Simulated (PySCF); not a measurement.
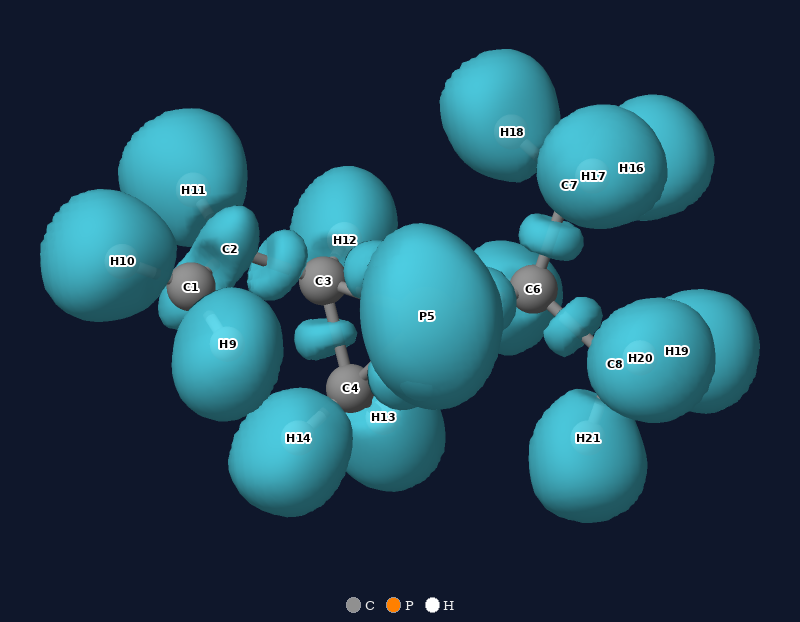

C7H13P. Isosurface of the electron localisation function at 0.8 (cyan), seen at a tilt. Core shells and regions of very low density are left out.

Geometry: GFN2-xTB.

Theory: PySCF 2.14.0, PBE0/pcSseg-1, SCF density, gas phase, non-relativistic.

```xyz
21

C     3.1401    1.4482    0.5301
C     2.5891    0.3495    1.0230
C     1.3911   -0.3055    0.4791
C     1.1790   -0.3739   -1.0174
P     0.0011    0.7573   -0.1812
C    -1.4423   -0.4331    0.0701
C    -2.0893   -0.1694    1.4260
C    -2.4459   -0.2398   -1.0629
H     2.7132    1.9611   -0.3172
H     4.0259    1.8835    0.9580
H     3.0225   -0.1288    1.8925
H     1.0739   -1.1811    1.0380
H     0.8039   -1.3045   -1.4248
H     1.9421    0.0876   -1.6305
H    -1.0643   -1.4622    0.0430
H    -2.9333   -0.8397    1.5829
H    -2.4501    0.8563    1.4787
H    -1.3735   -0.3211    2.2324
H    -3.2837   -0.9273   -0.9541
H    -2.8332    0.7775   -1.0546
H    -1.9753   -0.4177   -2.0287
```

Question: What do the ELF domains correspond to?

Answer: At this value the surface marks out five regions between bonded C–C atoms (shared pairs), one region between bonded C–P atoms (shared pairs), 13 regions around hydrogen nuclei and one region on P in which the atom's valence shell and bonds are merged. Profiles from the grid: C–C (1.32 Å): the ELF peaks at about 0.90 between the atoms; a short, multiple covalent bond. C–P (1.83 Å): the ELF peaks at about 0.85 between the atoms, as expected for a shared electron pair.
